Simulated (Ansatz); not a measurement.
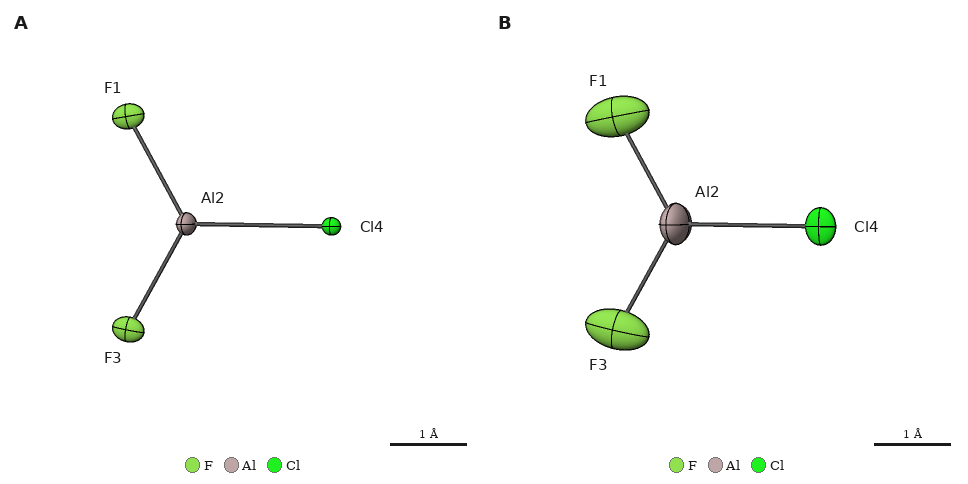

Displacement ellipsoids at the 50 % level, scaled by 3, from the internal vibrations of the free molecule (harmonic, no overall translation or rotation; no half-axis is drawn under 0.075 Å). Vibrations computed with RKS PBE0-D4/def2-TZVP (Ansatz 0.2.0). One panel is for 0 K (zero-point motion alone), the other for 600 K.

**Which panel is for 600 K?**

B.

**How much does the mean-square displacement of F1 grow, and why?**

U_eq goes from 0.0013 to 0.0047 Å², a factor of 3.5. Modes below kT (417 cm⁻¹ at 600 K) grow about in proportion to T, and the lowest lies at 185 cm⁻¹; the mean-square amplitude of a mode is its zero-point value times coth(ħω/2kT), which comes close to 1 only above about 3kT.
